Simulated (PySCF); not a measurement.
```xyz
2

Hf    0.0000    0.0000   -0.8079
Br    0.0000    0.0000    1.8421
```

Core potentials replace the inner electrons of Hf.

Computed with PySCF 2.14.0, PBE0/def2-TZVPPD, non-relativistic Hamiltonian with scalar-relativistic core potentials where named, at a bond length of 2.650 Å.

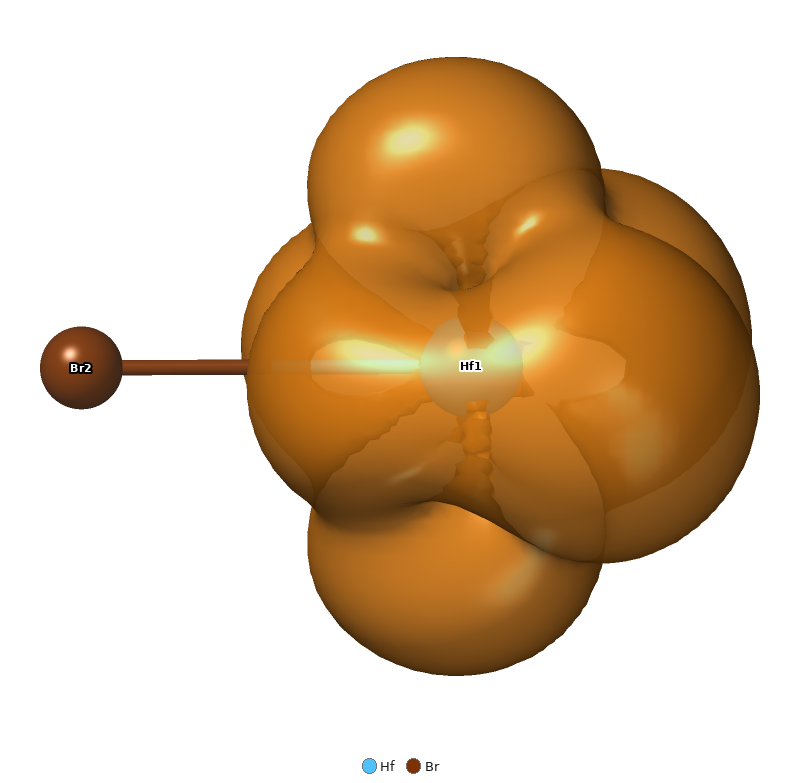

HfBr (charge −1, triplet). Isosurfaces of the spin density (α minus β) at +0.015 (orange) and −0.015 e/Å³ (purple), seen from one side.

**Where is the unpaired spin?**

The unpaired spin (2 electrons) lies mostly on Hf1 (about 2.0), in electrons by Hirshfeld's partition.
